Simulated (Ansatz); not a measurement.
GeBNH$_{5}$ClO: geometry relaxation (part 2 of 2)

The same run, continued: GeBNH$_{5}$ClO, SMILES OB(Cl)[NH][GeH3]; RKS PBE-D4/def2-SVP (Ansatz 0.2.0). The geometry: force-field start.

Geometry of the input (Å):
```
O  -1.7111  -0.8724  0.5925
B  -0.3608  -1.2285  0.4656
Cl 0.2967  -2.4852  1.6074
N  0.5781  -0.6939  -0.6807
Ge 0.7056  1.1313  -0.4752
H  -1.7526  -0.0345  1.1933
H  -0.0010  -0.8561  -1.5589
H  -0.6451  1.8443  -0.5350
H  1.3646  1.4478  0.9581
H  1.6088  1.6960  -1.5642
```

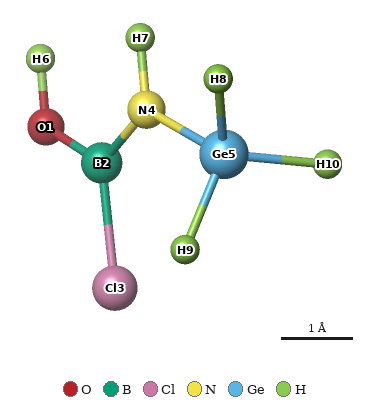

*The geometry at step 14 of the log (ball-and-stick view, seen at a tilt; atoms are numbered from 1 in the order of the input).*

**Trajectory as extended XYZ, continued**
```
10
Properties=species:S:1:pos:R:3:forces:R:3 step=7 energy=-73306.11151
O    -1.7380   -1.4892    0.7514   -0.1040   0.7039   0.0627
B    -0.3971   -1.2272    0.5411    0.0033  -0.0760  -0.0030
Cl    0.7309   -1.9414    1.7431   -0.0452   0.1745  -0.1759
N     0.1074   -0.4755   -0.5821   -0.1751   0.1960   0.1810
Ge    0.9176    1.2196   -0.4413   -0.0170  -0.1841   0.0191
H    -2.2609   -0.6718    0.5522    0.2731  -0.7947  -0.1474
H    -0.5691   -0.4781   -1.3574   -0.0280   0.0822   0.0363
H    -0.2372    2.2730   -0.5060    0.1288  -0.0115   0.0162
H     1.6361    1.2680    0.9247   -0.0003  -0.0131  -0.0191
H     1.8936    1.4715   -1.6228   -0.0355  -0.0773   0.0302
10
Properties=species:S:1:pos:R:3:forces:R:3 step=8 energy=-73306.23081
O    -1.7242   -1.5397    0.7898   -0.2447   0.7231  -0.1951
B    -0.4022   -1.2062    0.5567   -0.3002  -0.0851   0.0758
Cl    0.7859   -1.8437    1.7308    0.0053   0.0835  -0.0296
N     0.0265   -0.4162   -0.5558    0.0333   0.2044  -0.0031
Ge    0.9516    1.2156   -0.4311   -0.1681  -0.1153  -0.0618
H    -2.3151   -0.8199    0.4384    0.5210  -0.8657   0.1489
H    -0.6573   -0.4057   -1.3222   -0.0318   0.1136   0.0285
H    -0.1587    2.3110   -0.5073    0.1328   0.0509   0.0083
H     1.6610    1.2530    0.9377    0.0394  -0.0420  -0.0334
H     1.9155    1.4006   -1.6340    0.0130  -0.0675   0.0616
10
Properties=species:S:1:pos:R:3:forces:R:3 step=9 energy=-73306.31933
O    -1.7077   -1.5914    0.8287   -0.5766   0.6018  -0.4950
B    -0.4180   -1.1909    0.5721   -0.0140   0.1464  -0.0382
Cl    0.8142   -1.7463    1.7421    0.0045   0.0602  -0.0349
N    -0.0393   -0.3698   -0.5436   -0.0967   0.0911   0.1252
Ge    0.9450    1.2225   -0.4383    0.1296  -0.0578   0.0360
H    -2.3468   -0.9935    0.3495    0.6241  -0.7800   0.4225
H    -0.7398   -0.3336   -1.2924   -0.0554   0.0489   0.0088
H    -0.0745    2.4044   -0.5102    0.0972  -0.0623  -0.0067
H     1.6972    1.2090    0.9087   -0.0450  -0.0038   0.0136
H     1.9528    1.3382   -1.6137   -0.0678  -0.0445  -0.0313
10
Properties=species:S:1:pos:R:3:forces:R:3 step=10 energy=-73306.40442
O    -1.6935   -1.7014    0.7996   -0.3591   0.3921  -0.3076
B    -0.4471   -1.1665    0.5787    0.0754   0.0409  -0.0873
Cl    0.8189   -1.6569    1.7449   -0.0003   0.0525   0.0018
N    -0.1101   -0.2893   -0.5024   -0.2723  -0.0127   0.1121
Ge    0.9787    1.2274   -0.4342    0.1310   0.0747  -0.0385
H    -2.3887   -1.1872    0.3230    0.4296  -0.4464   0.2160
H    -0.8177   -0.2205   -1.2443    0.0004   0.0225   0.0755
H     0.0357    2.4644   -0.5414    0.0527  -0.0319  -0.0128
H     1.7346    1.2309    0.9068   -0.0143  -0.0432   0.0433
H     1.9723    1.2479   -1.6278   -0.0432  -0.0486  -0.0026
10
Properties=species:S:1:pos:R:3:forces:R:3 step=11 energy=-73306.46253
O    -1.6626   -1.7847    0.7709   -0.0637   0.1095  -0.1839
B    -0.4579   -1.1501    0.5662   -0.1628  -0.1429   0.5119
Cl    0.8316   -1.5296    1.7588   -0.0593  -0.0618  -0.0593
N    -0.2000   -0.2070   -0.4502    0.0789   0.5474  -0.4533
Ge    1.0110    1.2414   -0.4319   -0.1433  -0.2522  -0.0400
H    -2.3891   -1.3704    0.2598    0.2696  -0.2082   0.0999
H    -0.9246   -0.1077   -1.1725    0.0533   0.0212   0.0927
H     0.1327    2.5216   -0.5723    0.0941  -0.0386  -0.0068
H     1.7564    1.1913    0.9157   -0.0055   0.0372  -0.0285
H     1.9858    1.1439   -1.6416   -0.0613  -0.0114   0.0672
10
Properties=species:S:1:pos:R:3:forces:R:3 step=12 energy=-73306.51327
O    -1.6259   -1.8544    0.7392    0.0178   0.0564  -0.0529
B    -0.4651   -1.1336    0.5814   -0.1604  -0.0283   0.0767
Cl    0.8524   -1.5281    1.7315   -0.0181  -0.0122  -0.0525
N    -0.2745   -0.1187   -0.3930    0.0421   0.2190  -0.0568
Ge    1.0190    1.2461   -0.4325   -0.1282  -0.1561  -0.0311
H    -2.3606   -1.5062    0.1985    0.1442  -0.0959   0.0428
H    -1.0367    0.0195   -1.0667    0.0597   0.0166   0.0558
H     0.2249    2.5631   -0.6708    0.0610  -0.0220   0.0014
H     1.7442    1.2397    0.9266   -0.0053   0.0340  -0.0127
H     2.0053    1.0213   -1.6114   -0.0128  -0.0115   0.0292
10
Properties=species:S:1:pos:R:3:forces:R:3 step=13 energy=-73306.54101
O    -1.5944   -1.9066    0.7221   -0.0080  -0.0679  -0.1459
B    -0.4830   -1.1137    0.5915   -0.0244   0.0430   0.0813
Cl    0.8964   -1.5666    1.6443   -0.0017   0.0671  -0.0183
N    -0.3736    0.0085   -0.2748    0.0738  -0.0884  -0.0690
Ge    1.0138    1.2547   -0.4256    0.0276  -0.0435   0.0502
H    -2.3180   -1.6589    0.1177    0.0514   0.0233   0.0815
H    -1.1234    0.1381   -0.9581   -0.1069   0.0910   0.0122
H     0.3400    2.6011   -0.8053   -0.0130  -0.0162   0.0000
H     1.7184    1.3335    0.9425    0.0027   0.0310  -0.0067
H     2.0071    0.8585   -1.5515   -0.0014  -0.0395   0.0147
10
Properties=species:S:1:pos:R:3:forces:R:3 step=14 energy=-73306.55829
O    -1.5538   -1.9680    0.6672    0.0272   0.1210  -0.1499
B    -0.4792   -1.1146    0.5733   -0.1812   0.1560  -0.0868
Cl    0.9247   -1.5505    1.6011    0.0053   0.0403  -0.0697
N    -0.4184    0.0620   -0.2355   -0.1474  -0.2649   0.0064
Ge    1.0190    1.2486   -0.4194    0.0342  -0.0019  -0.0604
H    -2.3017   -1.7181    0.0908    0.1527  -0.0055   0.1066
H    -1.2219    0.2603   -0.8478    0.1751  -0.0036   0.1566
H     0.3837    2.5938   -0.8881    0.0566  -0.1201  -0.0030
H     1.7023    1.4057    0.9558   -0.0085   0.0157  -0.0285
H     2.0286    0.7296   -1.4944   -0.1140   0.0629   0.1288
10
Properties=species:S:1:pos:R:3:forces:R:3 step=15 energy=-73306.56330
O    -1.5379   -1.9930    0.6419    0.0507   0.2758  -0.0081
B    -0.4904   -1.1000    0.5796   -0.0642  -0.2313  -0.3222
Cl    0.9686   -1.5719    1.5175   -0.0743   0.0879  -0.0041
N    -0.4420    0.0808   -0.2154   -0.2245  -0.0432   0.0550
Ge    1.0180    1.2433   -0.3987    0.0051   0.0278  -0.1545
H    -2.2998   -1.7342    0.0888    0.1404  -0.0078   0.0941
H    -1.2670    0.3178   -0.7863    0.2479  -0.0293   0.1740
H     0.4160    2.5624   -0.9766    0.0316  -0.1077   0.0740
H     1.6751    1.4682    0.9814   -0.0397   0.0160  -0.0405
H     2.0426    0.6755   -1.4293   -0.0730   0.0117   0.1323
10
Properties=species:S:1:pos:R:3:forces:R:3 step=16 energy=-73306.58720
O    -1.5175   -1.9924    0.6316   -0.0806  -0.0652   0.0027
B    -0.4645   -1.1285    0.5124    0.0651   0.1589  -0.0794
Cl    1.0569   -1.6003    1.3483   -0.0828  -0.0277  -0.0292
N    -0.4674    0.0952   -0.2089    0.0476  -0.0528   0.0445
Ge    1.0040    1.2385   -0.3869    0.0138  -0.0589   0.0682
H    -2.3058   -1.6888    0.1454    0.0468  -0.0351   0.0512
H    -1.3113    0.3855   -0.7073   -0.0489   0.0074  -0.0053
H     0.4440    2.5079   -1.0807   -0.0075  -0.0008  -0.0175
H     1.5610    1.5660    1.0162    0.0076   0.0540  -0.0112
H     2.0837    0.5658   -1.2672    0.0391   0.0203  -0.0241
10
Properties=species:S:1:pos:R:3:forces:R:3 step=17 energy=-73306.58840
O    -1.5184   -1.9978    0.6314   -0.0360  -0.0742   0.0254
B    -0.4690   -1.1301    0.5072    0.0666   0.1237  -0.0546
Cl    1.0566   -1.6067    1.3365   -0.0928  -0.0171  -0.0391
N    -0.4684    0.0970   -0.2071    0.0741   0.0044   0.0169
Ge    1.0051    1.2394   -0.3854    0.0362  -0.0756   0.0751
H    -2.3168   -1.7074    0.1560    0.0332   0.0133   0.0159
H    -1.3063    0.4053   -0.7037   -0.0940  -0.0368   0.0026
H     0.4468    2.5035   -1.0903   -0.0143  -0.0021  -0.0154
H     1.5613    1.5798    1.0148   -0.0004   0.0518  -0.0004
H     2.0922    0.5659   -1.2563    0.0272   0.0126  -0.0265
10
Properties=species:S:1:pos:R:3:forces:R:3 step=18 energy=-73306.58948
O    -1.5166   -2.0052    0.6207   -0.1464  -0.0799  -0.0529
B    -0.4618   -1.1504    0.4699    0.0403   0.1897   0.0405
Cl    1.0892   -1.6612    1.2317   -0.0919  -0.0057  -0.0618
N    -0.4788    0.1027   -0.1973    0.0983  -0.0571  -0.0019
Ge    1.0130    1.2243   -0.3657   -0.0075   0.1629   0.0136
H    -2.3308   -1.6825    0.1907    0.1044  -0.0397   0.0598
H    -1.3349    0.4464   -0.6432    0.0485  -0.0587   0.0470
H     0.4567    2.4434   -1.1580    0.0362  -0.0299   0.0027
H     1.5069    1.6992    1.0312   -0.0252  -0.0947  -0.1237
H     2.1405    0.5321   -1.1770   -0.0567   0.0130   0.0767
10
Properties=species:S:1:pos:R:3:forces:R:3 step=19 energy=-73306.59375
O    -1.5142   -2.0052    0.6219   -0.0980  -0.0343  -0.0196
B    -0.4619   -1.1432    0.4806   -0.0003   0.0830  -0.0449
Cl    1.0817   -1.6609    1.2358    0.0246  -0.0197   0.0194
N    -0.4753    0.1030   -0.1970    0.0082   0.0364  -0.0288
Ge    1.0048    1.2387   -0.3719    0.0453   0.0052   0.0314
H    -2.3263   -1.6849    0.1893    0.0443  -0.0205   0.0322
H    -1.3326    0.4327   -0.6507    0.0321  -0.0389   0.0422
H     0.4585    2.4615   -1.1619    0.0156  -0.0307   0.0188
H     1.5167    1.6730    1.0260   -0.0379  -0.0031  -0.0569
H     2.1318    0.5341   -1.1692   -0.0340   0.0225   0.0062
10
Properties=species:S:1:pos:R:3:forces:R:3 step=20 energy=-73306.59451
O    -1.5154   -2.0068    0.6186   -0.0039   0.0180  -0.0080
B    -0.4618   -1.1444    0.4746    0.0504  -0.0006   0.0151
Cl    1.0829   -1.6734    1.2276   -0.0141   0.0064  -0.0110
N    -0.4691    0.1038   -0.1988   -0.0829  -0.0575   0.0067
Ge    1.0066    1.2389   -0.3708    0.0559   0.0383  -0.0030
H    -2.3297   -1.6815    0.1970   -0.0172  -0.0029  -0.0043
H    -1.3325    0.4351   -0.6380    0.0198  -0.0039   0.0078
H     0.4626    2.4542   -1.1695   -0.0008   0.0001  -0.0013
H     1.5041    1.6873    1.0237   -0.0045   0.0013  -0.0020
H     2.1355    0.5356   -1.1615   -0.0027   0.0007   0.0000
10
Properties=species:S:1:pos:R:3:forces:R:3 step=21 energy=-73306.59473
O    -1.5165   -2.0053    0.6186    0.0036  -0.0016   0.0024
B    -0.4598   -1.1462    0.4740   -0.0091  -0.0018  -0.0025
Cl    1.0848   -1.6784    1.2213    0.0012   0.0002  -0.0005
N    -0.4696    0.1020   -0.1983    0.0019  -0.0056   0.0032
Ge    1.0073    1.2401   -0.3704    0.0082   0.0066  -0.0010
H    -2.3317   -1.6791    0.1991   -0.0008   0.0025  -0.0012
H    -1.3329    0.4346   -0.6352   -0.0024   0.0001  -0.0002
H     0.4639    2.4526   -1.1736   -0.0017  -0.0004  -0.0006
H     1.4997    1.6930    1.0243   -0.0007   0.0004  -0.0002
H     2.1379    0.5354   -1.1570    0.0000  -0.0002   0.0007
```

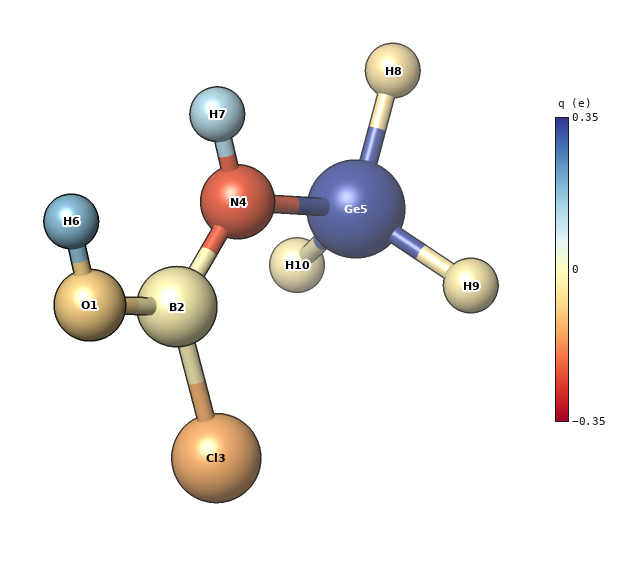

*Mulliken charges, as the colour of each atom (ball-and-stick view, seen at a tilt; atoms are numbered from 1 in the order of the input; Mulliken charges depend strongly on the basis).*

By element: O −0.08, B −0.03, Cl −0.14, N −0.23, Ge +0.33 and H −0.06 to +0.18 e.

**Summary**

```tsv
quantity	value
outcome	converged
total energy	−73306.5948 eV
mean-field energy	−73306.3556 eV
dispersion energy	−0.2392 eV
SCF solution under orbital rotations	stable
largest force (length of the vector) at the end	0.011 eV/Å
dipole moment	3.47 D
wall time	27 s (CPU time 96 s)
peak memory	0.18 GiB
```
